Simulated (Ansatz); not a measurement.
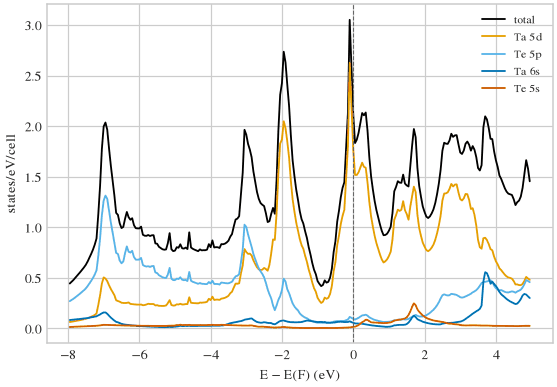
Total and projected density of states of TaTe (CsCl type, Pm-3m), plane-wave PAW r²SCAN (Ansatz code)

Problem. Which orbitals carry the states next to the Fermi level?

Solution. Within 0.5 eV of the Fermi level: Ta 5d 80 %, Te 5p 5 %, outside the projected shells 10 %. Projections are on Löwdin-orthogonalised atomic valence shells; empty p or d shells of many metals are not among them.

The start of the workflow was typed in or built on a structure type; neither database checked (COD, Materials Project) lists it. Its standing as an ambient phase is unchecked. The cell was relaxed with r²SCAN under the symmetry of its start; whether a distortion lowers the energy is not shown. No spin polarisation was allowed. Its formation energy is positive at this level, so the cell may be metastable or incomplete. With an odd number of electrons in the cell and no spin polarisation, the count alone makes it a metal. Spin–orbit coupling is left out wherever it is not named.

Potentials: the earlier of the program's two PAW sets.
